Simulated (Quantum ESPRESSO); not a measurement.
# Voltage at the next charge: Mo(110), 4 layers, one monolayer of Li on longbridge sites against an electrode

How the rows were computed: Quantum ESPRESSO 7.5, PBE, GBRV ultrasoft; ESM with bc3, a metal electrode 7.06 Å above the top atoms; cell area 7.016 Å²; ions fixed. V is the potential energy of an electron at the electrode over the slab's Fermi level, divided by e, so that it equals the work function at zero charge; positive charge removes electrons.

```
charge (e a cell)  V (V)
                0  3.241
           0.0105  4.535
            0.021  5.877
```

To predict: What is V at a charge of 0.0421 e, and what capacitance do the rows imply?

By hand: The last two rows give dV/dq = (5.877 − 4.535)/(0.021 − 0.0105) = 127.8 V/e, so C = 1602/(7.016 × 127.8) = 1.79 µF/cm², an effective gap of 8.854/1.79 = 4.96 Å. At constant C, V = 5.877 + 127.8 × 0.0211 = 8.57 V.

**Check.** V = 8.694 V; the estimate misses by −0.12 V, 4.3 % of the step. Over the three intervals C goes 1.85, 1.79 and 1.71 µF/cm²: it falls as electrons leave, the surface charge drawing back towards the atoms.

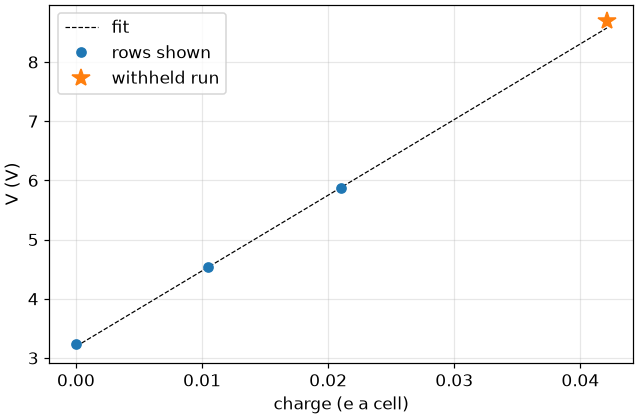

The rows shown, the fit and the withheld run.

**Limits.** Vacuum fills the gap; a dielectric or electrolyte would change C. The slab is thin.

[Logs are printed without paths, hosts, clocks, repeated set-up lines and the standing remarks that a program may print on its own settings, such as how far it seeks lower states.]
